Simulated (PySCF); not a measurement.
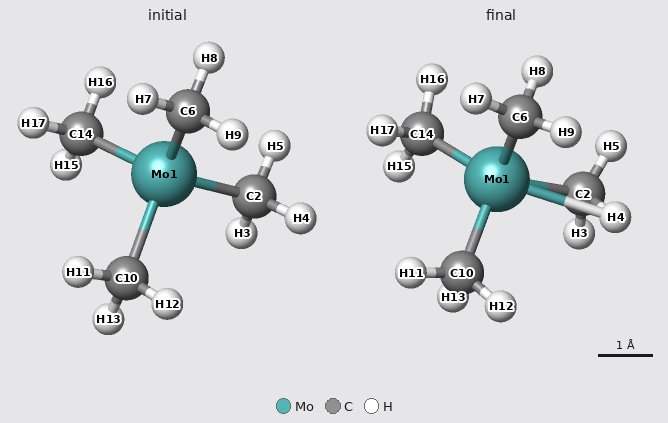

The structure of C4H12Mo before (left) and after (right) a relaxation, at one scale.

Style: ball-and-stick. Shown from a free direction.

The start comes from GFN2-xTB. Its atoms were then displaced at random by about 0.03 Å.

The calculation used PBE0-D3(BJ)/def2-SVP geometry optimisation, gas phase (PySCF). 

**Summarise the run.**

The energy falls by 18.2 kcal/mol in 9 geometry steps. The largest move after the best rigid fit is that of H13, 0.49 Å. Largest moves by element: H 0.49 Å, C 0.13 Å, Mo 0.10 Å. Near-neighbour distances that change, for instance: Mo1–H13 2.930 → 2.367 Å, Mo1–H4 2.754 → 2.378 Å, Mo1–C10 2.220 → 2.056 Å, Mo1–C14 2.119 → 2.057 Å. Bond angles that change, for instance: Mo1–C10–H13 116.6° → 91.6°, Mo1–C6–H8 111.6° → 92.4°, Mo1–C2–H4 110.3° → 92.2°. Cost: 110 s on 1 thread of Arm Neoverse V2, with other jobs on the host.
